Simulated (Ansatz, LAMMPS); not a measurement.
**Glassy 67P2O5-33MgO (mol %) (80 atoms): a short ab initio trajectory**

How do the atoms of glassy 67P2O5-33MgO (mol %) (80 atoms) move, and what local order do they keep?

Calculated with Ansatz 0.2.0; Kohn-Sham DFT, RPBE, PAW (set soft_2), plane waves.

## (1) Starting point

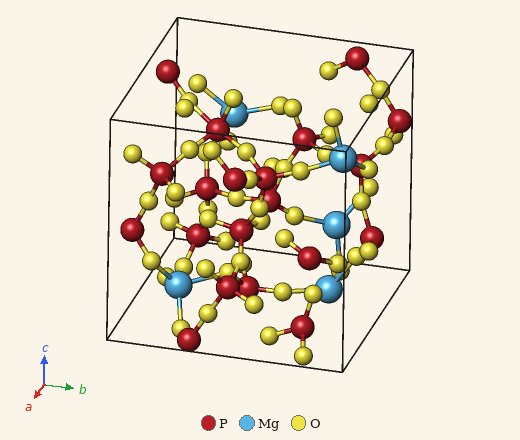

Start, viewed slightly off an axis; phosphorus red, magnesium blue, oxygen yellow. Bonds to atoms that aren't drawn are left out. Some periodic images of atoms are drawn too.

The cell holds 80 atoms: 20 P, 5 Mg and 55 O. Its edges and angles: a = 10.137 Å, b = 10.137 Å, c = 10.137 Å, α = 90.0°, β = 90.0°, γ = 90.0°. 80 atoms (20 P, 5 Mg, 55 O) placed at random at 2.58 g/cm³, melted at 4000 K for 10 ps at fixed volume with the Morse and Coulomb pair potential with partial charges (Pedone, Malavasi, Menziani, Cormack and Segre, J. Phys. Chem. B 110, 11780 (2006)). Quenched from 4000 K to 300 K at 25 K/ps and fixed volume, held 5 ps.

Before any run, some limits are plain. The quench rate of 25 K/ps is orders of magnitude faster than experiment, which tends to freeze in extra defects. The network of bonds at the start is that of the classical potential that made the cell. The Brillouin zone is sampled at Γ only, in a cell whose shortest periodic width is 10 Å.

## (2) Dynamics started at 400 K

Without a thermostat the total energy must stay constant, which tests forces and time step. The time step is 1.0 fs.

input.yaml reads:

```yaml
crystal:
  lattice:
    - [10.137, 0.0, 0.0]
    - [0.0, 10.137, 0.0]
    - [0.0, 0.0, 10.137]
  atoms:
    - { symbol: P, position: [0.11529, 0.9799, 0.72813] }
    - { symbol: P, position: [0.42143, 0.07957, 0.96096] }
    - { symbol: P, position: [0.40182, 0.89925, 0.64598] }
    - { symbol: P, position: [0.98307, 0.84795, 0.48712] }
    [... 70 atom lines left out ...]
    - { symbol: O, position: [0.67813, 0.72022, 0.72299] }
    - { symbol: O, position: [0.39654, 0.74985, 0.67176] }
    - { symbol: O, position: [0.0972, 0.00837, 0.12078] }
    - { symbol: O, position: [0.68814, 0.5517, 0.53543] }
    - { symbol: O, position: [0.17282, 0.70207, 0.65098] }
    - { symbol: O, position: [0.04734, 0.23431, 0.04281] }
kpoints:
  mp_grid: { grid: [1, 1, 1] }
hamiltonian:
  xc: rpbe
scf:
  occupations: { method: fixed }
output:
  forces: true
md:
  timestep: 1.0
  n_steps: 200
  ensemble: nve
  temperature: 400
  initial_velocities: maxwell_boltzmann
  seed: 1468
```

Launch:

```sh
ansatz run input.yaml --threads 4 --pin off --max-ram 8192MiB --backend cpu --events-out ev --progress --plain --runs-dir out
```

Wall time 8.9 min (4 threads of Intel Xeon 6975P-C (Granite Rapids), shared host); peak memory 1.3 GiB.

The program notes that it switched symmetry off.

Rows from the run:

```csv
time (fs),T (K),potential (meV/atom),conserved (meV/atom)
0.0,400,0.0,0.00
13.0,835,-55.7,-0.14
27.0,662,-33.5,-0.06
40.0,736,-43.0,-0.11
53.0,866,-59.7,-0.15
67.0,849,-57.4,-0.14
80.0,844,-56.9,-0.14
93.0,806,-51.9,-0.13
107.0,914,-65.8,-0.15
120.0,857,-58.4,-0.13
133.0,740,-43.4,-0.06
147.0,887,-62.3,-0.12
160.0,814,-52.9,-0.09
173.0,838,-56.0,-0.10
187.0,808,-52.2,-0.11
200.0,895,-63.3,-0.11
```

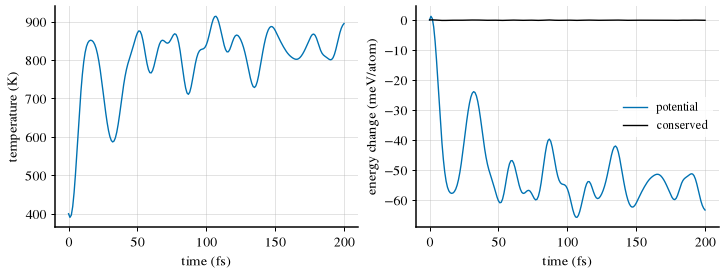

Temperature and energies against time.

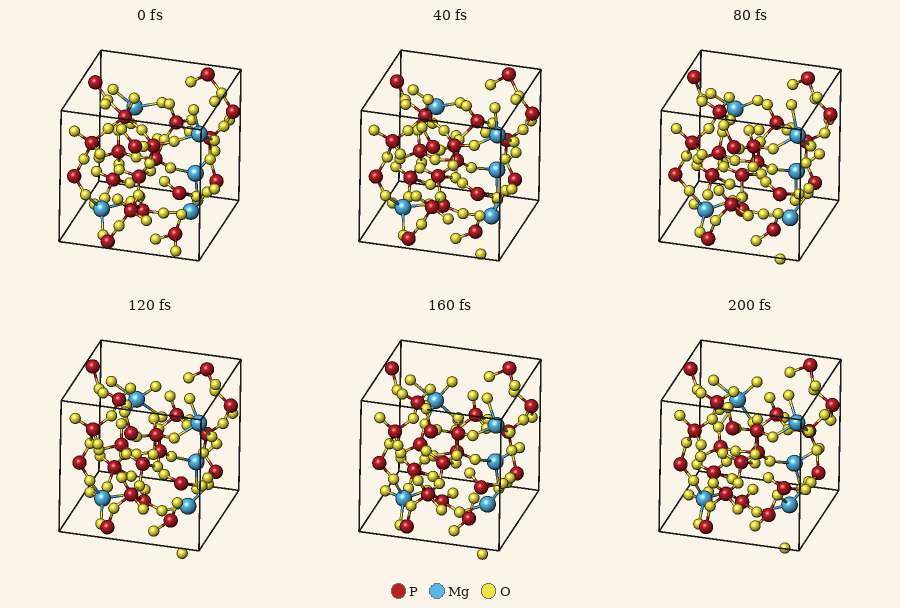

6 frames of the run. Bonds to atoms that aren't drawn are left out.

Mean square displacement from the first frame to the last: P 0.35 Å², Mg 0.14 Å², O 0.52 Å².

Mean square displacement against time lag:

```csv
time lag (fs),Mg (Å²),O (Å²),P (Å²)
1.0,5.8e-5,1.2e-4,7.7e-5
9.0,0.00449,0.00893,0.00579
17.0,0.0143,0.0276,0.0174
25.0,0.0261,0.0501,0.0304
29.0,0.0316,0.0619,0.0369
38.0,0.0415,0.0891,0.0504
46.0,0.0471,0.112,0.0613
54.0,0.0508,0.135,0.0731
62.0,0.0538,0.160,0.0875
71.0,0.0570,0.191,0.107
75.0,0.0585,0.205,0.116
83.0,0.0613,0.234,0.135
91.0,0.0631,0.264,0.153
100.0,0.0636,0.298,0.173
```

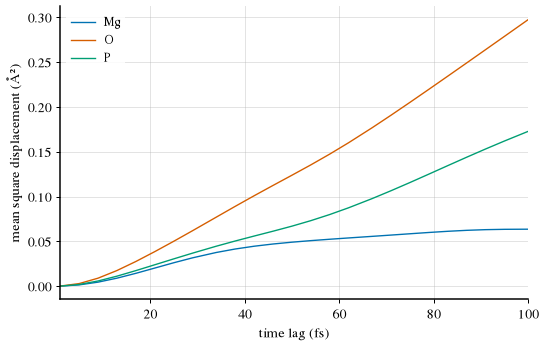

Mean square displacement against time lag.

Over the second half of 200 fs the temperature averages 835 K with swings of 41 K r.m.s. The conserved energy stays within 0.17 meV/atom. From first frame to last O has the largest mean square displacement, 0.52 Å² at the end; the farthest move is 1.81 Å. The mean temperature of 835 K lies well off the 400 K of the input: without a thermostat, the energy that the start releases heats the cell. The count of bonds goes from 101 in the first frame to 103 in the last, by one set of cutoffs: 3 pairs passed out of them and 5 came within. The run spans 0.20 ps, too short for its means to be equilibrium values.

## (3) Distances and neighbours late in the run

The g(r) is a mean over the second half; what follows it is taken at the last frame.

Density 2.58 g/cm³, 13.02 Å³ an atom.

Mean of 14 frames. Pair distribution functions g(r), in bins of 0.2 Å:

```csv
r (Å),total,O-O,O-P,O-Mg,P-P,P-Mg,Mg-Mg
1.40,1.18,0.00,3.42,0.00,0.00,0.00,0.00
1.60,2.71,0.00,7.88,0.00,0.00,0.00,0.00
1.80,0.41,0.00,0.86,1.29,0.00,0.00,0.00
2.00,0.35,0.00,0.04,3.98,0.00,0.00,0.00
2.20,0.19,0.07,0.03,1.67,0.00,0.00,0.00
2.40,0.86,1.69,0.00,0.63,0.00,0.21,0.00
2.60,1.61,3.36,0.03,0.19,0.00,0.09,0.00
2.80,0.62,1.08,0.11,0.12,0.82,0.49,0.00
3.00,0.84,0.97,0.31,0.45,3.21,1.23,0.00
3.20,0.96,0.95,0.81,0.69,1.35,2.97,0.00
3.40,1.05,0.86,1.38,1.06,0.17,2.13,0.00
3.60,0.98,0.78,1.35,0.96,0.37,1.01,2.75
3.80,1.02,0.69,1.67,0.78,0.44,0.65,1.48
4.00,1.15,0.74,1.79,1.36,0.65,0.76,0.61
4.20,1.01,0.73,1.22,1.79,1.09,0.84,0.00
4.40,1.02,0.89,0.87,1.78,1.59,1.52,0.12
4.60,1.08,1.19,0.74,0.96,2.09,1.54,0.56
4.80,1.15,1.49,0.69,1.02,1.13,1.57,0.41
5.00,1.09,1.31,0.81,0.81,1.38,1.14,0.38
```

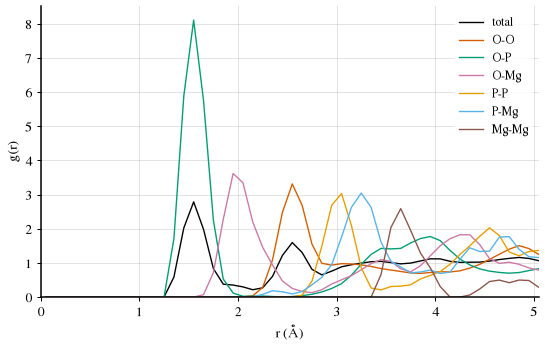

Pair distribution functions, lightly smoothed.

Bonds by pair of elements; cutoffs follow the first minimum of g(r), held within bounds set by covalent radii, and pairs that aren't listed don't count as bonded:

```csv
pair A-B,cutoff (Å),bonds,mean length (Å),spread (Å),shortest (Å),B about A,A about B
O-P,2.08,80,1.58,0.087,1.42,1.46,4
O-Mg,2.75,23,2.10,0.169,1.90,0.418,4.6
```

How many atoms have how many bonded neighbours:

```csv
element,mean,1,2,3,4,5
Mg,4.6,0,0,0,2,3
O,1.87,9,44,2,0,0
P,4,0,0,0,20,0
```

Bond angles (no mean is given where the spread exceeds 20°):

```csv
angle,count,mean (°),spread (°)
O-P-O,120,109,9.4
O-Mg-O,42,-,-
P-O-P,25,140,9.8
Mg-O-P,24,-,-
Mg-O-Mg,1,148,0
```

Oxygen atoms by the number of network formers (Si, P, Ge, B, Al, As, Ga) bound to them:

```csv
network formers bound to O,O atoms,per cent
0,0,0
1,30,54.5
2,25,45.5
```

Network units: each former by its oxygen neighbours and how many of them bridge to another former:

```csv
former,O neighbours,bridging O,atoms
P,4,1,1
P,4,2,8
P,4,3,11
```

Bond length by coordination (bonds to H left out):

```csv
element,coordination,atoms,mean bond length (Å)
Mg,4,2,2.02
Mg,5,3,2.14
O,1,9,1.48
O,2,44,1.70
O,3,2,1.87
```

First main peaks of g(r), for some of the pairs, lie near 2.6 Å (O-O), 1.6 Å (O-P), 2.0 Å (O-Mg), 3.0 Å (P-P) and 3.3 Å (P-Mg). By these cutoffs 60 % of Mg atoms have 5, 80 % of O atoms have 2 and all P atoms have 4 bonded neighbours. The O-P-O angle averages 109° with a spread of 9°. 46 % of the oxygens bridge two formers (P) and 54 % are non-bridging. The commonest P unit has 4 oxygens, 3 of them shared with other formers (11 of 20 atoms).

## (4) Single point at the last frame

The last frame is solved again with fuller output, to read the electronic structure of a thermally displaced geometry.

input.yaml reads:

```yaml
crystal:
  lattice:
    - [10.137, 0.0, 0.0]
    - [0.0, 10.137, 0.0]
    - [0.0, 0.0, 10.137]
  atoms:
    - { symbol: P, position: [0.13193, 0.98076, 0.70962] }
    - { symbol: P, position: [0.44008, 0.05082, 0.99187] }
    - { symbol: P, position: [0.4052, 0.89394, 0.62467] }
    - { symbol: P, position: [0.98042, 0.88024, 0.45218] }
    [... 70 atom lines left out ...]
    - { symbol: O, position: [0.79019, 0.74169, 0.73381] }
    - { symbol: O, position: [0.39216, 0.73877, 0.60663] }
    - { symbol: O, position: [0.13677, 0.02441, 0.11867] }
    - { symbol: O, position: [0.73589, 0.60407, 0.55708] }
    - { symbol: O, position: [0.15285, 0.64237, 0.57428] }
    - { symbol: O, position: [0.09862, 0.26509, 0.02633] }
kpoints:
  mp_grid: { grid: [1, 1, 1] }
hamiltonian:
  xc: rpbe
scf:
  occupations: { method: fixed }
output:
  forces: true
  stress: true
  populations: true
  dos:
    method: { smearing: { sigma: 0.15 } }
    de: 0.1
    projected: { site_lists: { Mg: [Mg], O: [O], P: [P] } }
  eigenvalues: true
  write_density: true
  write_potential: true
  volumetric_format: npy
```

Wall time 9.5 s (4 threads); peak memory 1.3 GiB; 26 s of CPU time.

Numbers from this run:

```yaml
free_energy: -56139.0233 eV
free_energy_per_atom: -701.7378 eV/atom
scf_cycles: 10
pressure: 3.239 GPa
r_m_s_force_component: 1.268 eV/Å
longest_force: 4.967 eV/Å
fermi_energy: 3.812 eV
spacing_of_highest_filled_and_lowest_empty_level: 3.259 eV
spilling_of_the_projection: 0.01656
```

Neighbours are counted within 2.08 Å (O-P), 2.75 Å (O-Mg), the cutoffs taken from the dynamics.

Length of the force by element and coordination:

```csv
element,coordination,atoms,mean length of the force (eV/Å),spread,least,most
Mg,all,5,0.72,0.376,0.393,1.45
Mg,4,2,0.571,0.0653,0.505,0.636
Mg,5,3,0.820,0.456,0.393,1.45
O,all,55,1.75,0.906,0.454,4.97
O,1,9,1.85,0.888,0.675,3.74
O,2,44,1.74,0.912,0.454,4.97
O,3,2,1.72,0.819,0.901,2.54
P,all,20,2.66,1.15,0.957,4.69
```

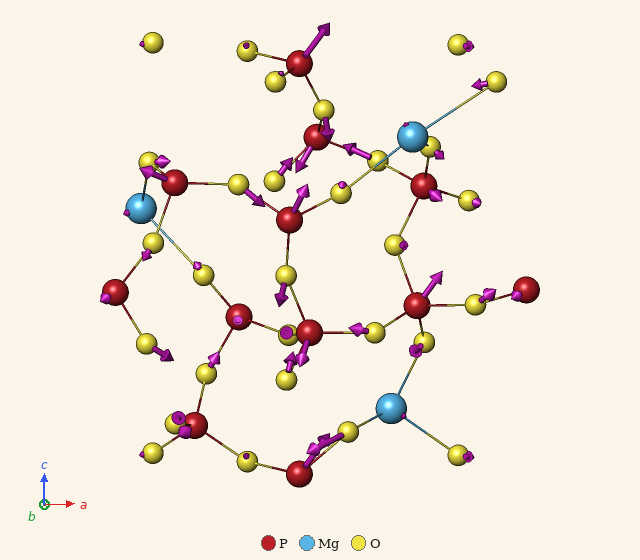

Forces as arrows; the longest in the cell is 4.97 eV/Å. Drawn is a slice 4 Å thick, seen along the normal of the ac plane. Bonds to atoms that aren't drawn are left out.

Löwdin charges by element and coordination (they lack the spilled electrons, 0.099 e an atom on average):

```csv
element,coordination,atoms,mean charge (e),spread,least,most
Mg,all,5,1.66,0.0129,1.65,1.69
Mg,4,2,1.66,0.0024,1.66,1.66
Mg,5,3,1.67,0.0162,1.65,1.69
O,all,55,-0.793,0.0883,-1.06,-0.674
O,1,9,-0.783,0.0328,-0.829,-0.716
O,2,44,-0.788,0.0889,-0.974,-0.674
O,3,2,-0.936,0.121,-1.06,-0.815
P,all,20,2.16,0.0555,2.05,2.25
```

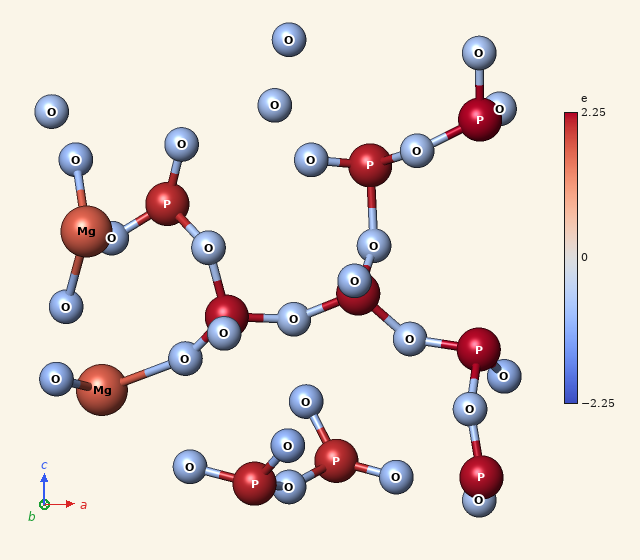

Atoms coloured by Löwdin charge. Drawn is a slice 5 Å thick, seen along the normal of the ac plane. Bonds to atoms that aren't drawn are left out.

States in the cell by windows of 1 eV, zero at the Fermi level; the larger projections on atomic orbitals stand beside the total:

```csv
from (eV),to (eV),total,O p,P p,O s
-10,-9,11.1,7.4,2.5,0.5
-9,-8,7.3,4.9,1.7,0.4
-8,-7,10.0,6.9,1.4,1.0
-7,-6,30.0,21.9,3.2,3.3
-6,-5,36.5,29.0,3.1,3.0
-5,-4,44.3,38.1,2.6,2.2
-4,-3,40.5,36.1,1.8,1.4
-3,-2,52.6,48.1,2.0,1.1
-2,-1,42.3,39.8,1.1,0.4
-1,0,24.2,22.9,0.6,0.1
0,1,2.1,2.0,0.0,0.0
1,3,0.0,0.0,0.0,0.0
3,4,2.1,0.3,0.1,0.4
4,5,11.0,2.3,2.2,1.5
```

With fixed occupations the program's Fermi level is the highest filled level; weight inside the gap is the broadening of levels at its edges.

Between -26 and -10 eV lie 139 more states.

The stored curve holds about 440 of the 480 electrons; the rest, give or take the few that broadening carries across the Fermi level, lie in deeper levels below its range.

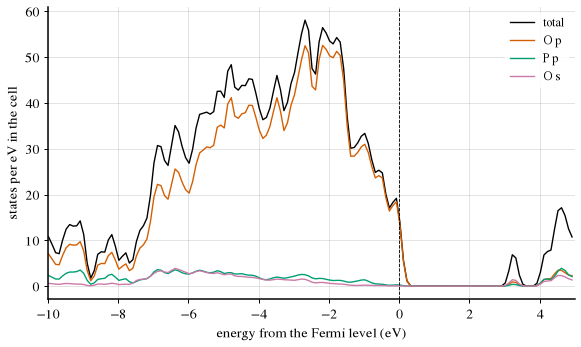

Total and projected density of states, with the broadening of the input.

The levels nearest the highest filled one (over half full), pooled over k-points and spins:

```csv
level less the highest filled one (eV),occupation
-0.490,2
-0.435,2
-0.300,2
-0.165,2
-0.0725,2
0,2
3.26,0
4.17,0
4.44,0
4.54,0
4.66,0
4.77,0
```

Mean Löwdin charges: Mg +1.66, O -0.79, P +2.16 e (they miss 1.7 % of the electrons, so they add up to more than the cell's charge).

## (5) Outcome

```
mean temperature, second half                                : 835.5 K
temperature swing, second half                               : 40.69 K
slope of the conserved energy against time, by least squares : -0.0795 meV/atom/ps
free energy per atom                                         : -701.7378 eV/atom
pressure                                                     : 3.239 GPa
r.m.s. force component                                       : 1.268 eV/Å
gap (highest filled to lowest empty level)             : 3.259 eV
wall time of the 2 DFT runs                                  : 9.1 min
```

Over the second half of 200 fs the temperature averages 835 K with swings of 41 K r.m.s. The conserved energy stays within 0.17 meV/atom. The mean temperature of 835 K lies well off the 400 K of the input: without a thermostat, the energy that the start releases heats the cell. The count of bonds goes from 101 in the first frame to 103 in the last, by one set of cutoffs: 3 pairs passed out of them and 5 came within. The run spans 0.20 ps, too short for its means to be equilibrium values. Counting bonds as in the table, 60 % of Mg atoms have 5, 80 % of O atoms have 2 and all P atoms have 4 bonded neighbours. 46 % of the oxygens bridge two formers (P) and 54 % are non-bridging.

The highest filled and lowest empty levels differ by 3.26 eV (at Γ alone); a semilocal functional tends to put such gaps too low. In a disordered cell it changes from sample to sample, and tail or defect levels can set it.

**Limits.** The network of bonds at the start is that of the classical potential that made the cell; in DFT 3 of its 101 bonded pairs passed out of the cutoffs and 5 came within them. The pressure of 3.2 GPa is that of one thermal frame at a volume set beforehand, without the kinetic term.

[Logs are printed without paths, hosts, clocks, repeated set-up lines and the standing remarks that a program may print on its own settings, such as how far it seeks lower states.]

[Hosts, paths, dates, database ids (printed as entryN), source tags and the programs' standing remarks are cut or masked in the printed files.]
